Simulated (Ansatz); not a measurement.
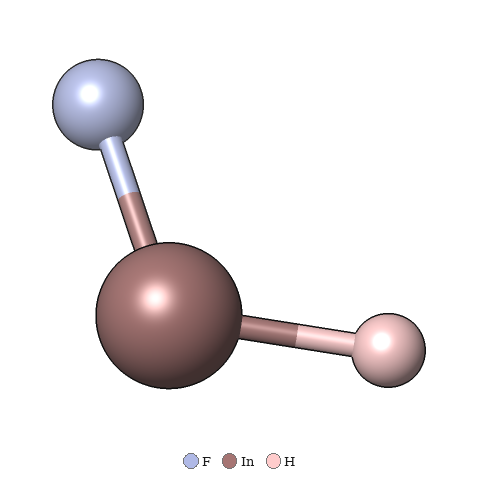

State: neutral, doublet. Computed geometry: PBE0-D4/def2-TZVP optimisation. No frequency run is at hand to confirm it as a minimum.

Give the structural formula.

SMILES: [F][InH]

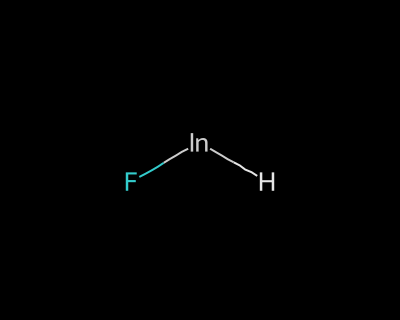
